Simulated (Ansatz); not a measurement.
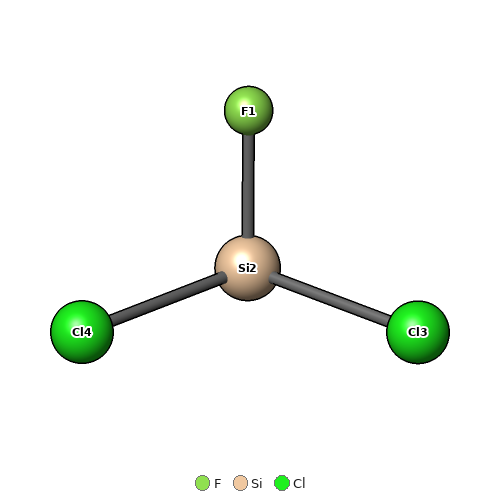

The system is Cl2FSi, SMILES F[Si-](Cl)Cl, charge −1; the picture shows the reference structure. The first coordinate is: umbrella angle at Si2 (between each of its bonds and their common axis; 90 is planar); the second: change of the bonds Si2–F1, Si2–Cl3, Si2–Cl4, all alike. Nothing is relaxed (all other coordinates rigid). The grid has 15 × 15 points; 120 points were computed and 105 follow by symmetry. Points are written as (first, second). All energies are given in kJ/mol relative to the relaxed molecule at the same level. Method: RHF/def2-SVPD in Ansatz.

Its coordinates:

```xyz
4

F     1.1827   -0.3210    0.9438
Si    0.1862   -0.6940   -0.3369
Cl   -1.7457   -0.2910    0.7548
Cl    0.3768    1.3059   -1.3617
```

Range: umbrella angle at Si2 (between each of its bonds and their common axis; 90 is planar) from 47.4 to 132.6°; change of the bonds Si2–F1, Si2–Cl3, Si2–Cl4, all alike from −0.226 to 0.350 Å.

Q: What will the energy surface look like?

A: The lowest grid point is at (59.6°, 0.021 Å), 1.0 kJ/mol from the relaxed molecule at the same level; the map holds 2 wells of about this depth. No other kind of well shows on this grid. The highest grid point, (90.0°, −0.226 Å), lies 562 kJ/mol above the lowest. On the interpolated surface the easiest way out of the lowest well to a well of about the same depth near (120.4°, 0.021 Å) passes a barrier of about 240 kJ/mol. Round the minimum the two coordinates are weakly coupled (coupling 0.07 in units of the two stiffnesses).

| second ↓, first → | 47.4 | 53.5 | 59.6 | 65.7 | 71.7 | 77.8 | 83.9 | 90.0 | 96.1 | 102.2 | 108.3 | 114.3 | 120.4 | 126.5 | 132.6 |
| --- | --- | --- | --- | --- | --- | --- | --- | --- | --- | --- | --- | --- | --- | --- | --- |
| 0.350 | 244 | 189 | 170 | 177 | 200 | 232 | 259 | 270 | 259 | 232 | 200 | 177 | 170 | 189 | 244 |
| 0.309 | 216 | 158 | 140 | 149 | 177 | 213 | 244 | 257 | 244 | 213 | 177 | 149 | 140 | 158 | 216 |
| 0.268 | 190 | 130 | 112 | 123 | 154 | 196 | 232 | 246 | 232 | 196 | 154 | 123 | 112 | 130 | 190 |
| 0.226 | 166 | 102 | 84 | 98 | 134 | 181 | 222 | 239 | 222 | 181 | 134 | 98 | 84 | 102 | 166 |
| 0.185 | 145 | 78 | 60 | 76 | 116 | 169 | 217 | 236 | 217 | 169 | 116 | 76 | 60 | 78 | 145 |
| 0.144 | 129 | 57 | 39 | 57 | 101 | 161 | 215 | 237 | 215 | 161 | 101 | 57 | 39 | 57 | 129 |
| 0.103 | 119 | 41 | 21 | 41 | 90 | 156 | 218 | 244 | 218 | 156 | 90 | 41 | 21 | 41 | 119 |
| 0.062 | 114 | 29 | 8 | 30 | 82 | 156 | 226 | 256 | 226 | 156 | 82 | 30 | 8 | 29 | 114 |
| 0.021 | 118 | 25 | 1 | 24 | 80 | 160 | 240 | 275 | 240 | 160 | 80 | 24 | 1 | 25 | 118 |
| −0.021 | 131 | 28 | 1 | 24 | 84 | 171 | 261 | 301 | 261 | 171 | 84 | 24 | 1 | 28 | 131 |
| −0.062 | 156 | 42 | 10 | 33 | 95 | 188 | 288 | 335 | 288 | 188 | 95 | 33 | 10 | 42 | 156 |
| −0.103 | 195 | 67 | 30 | 51 | 115 | 213 | 324 | 377 | 324 | 213 | 115 | 51 | 30 | 67 | 195 |
| −0.144 | 250 | 107 | 63 | 82 | 146 | 248 | 368 | 429 | 368 | 248 | 146 | 82 | 63 | 107 | 250 |
| −0.185 | 325 | 164 | 111 | 127 | 191 | 295 | 422 | 490 | 422 | 295 | 191 | 127 | 111 | 164 | 325 |
| −0.226 | 424 | 243 | 180 | 190 | 253 | 357 | 489 | 563 | 489 | 357 | 253 | 190 | 180 | 243 | 424 |

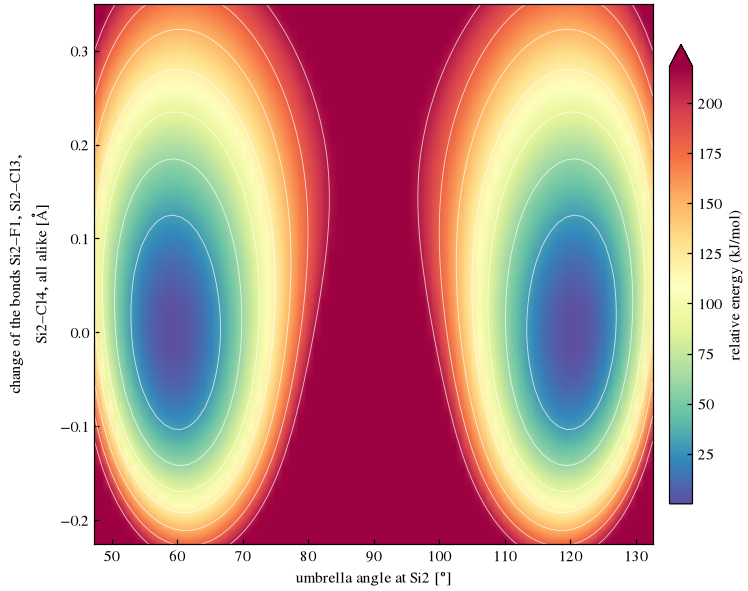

In the figure: a smooth colour map with a few white contour lines, one colour for all values above the top of the scale. Between grid points the surface is interpolated.

Each point was launched as `ansatz run input.yaml --threads 1 --pin off --max-ram 2560MiB --backend cpu --events-out ev --progress --plain --runs-dir out`. The whole map (120 points run) took 6.6 min on 1 thread of Arm Neoverse N1, on a shared host.
